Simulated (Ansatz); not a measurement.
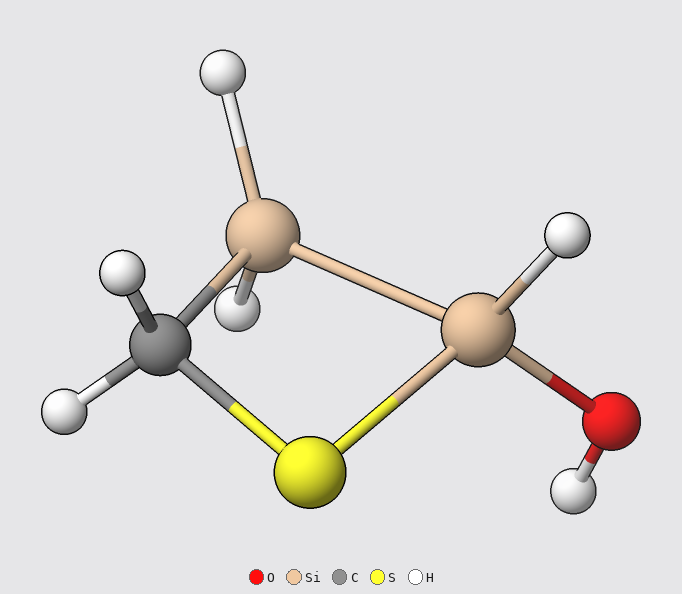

The computed structure is the end point of a PBE-D4/def2-SVP optimisation. No frequency run is at hand to confirm it as a minimum.

Draw it as a skeletal formula.

SMILES: O[Si@H]1[SiH2]CS1

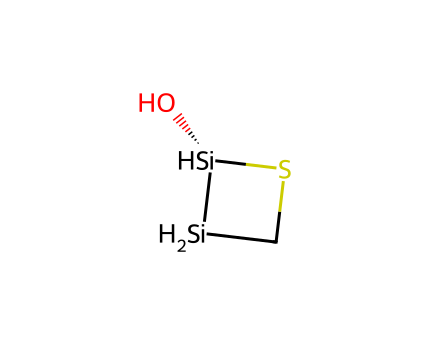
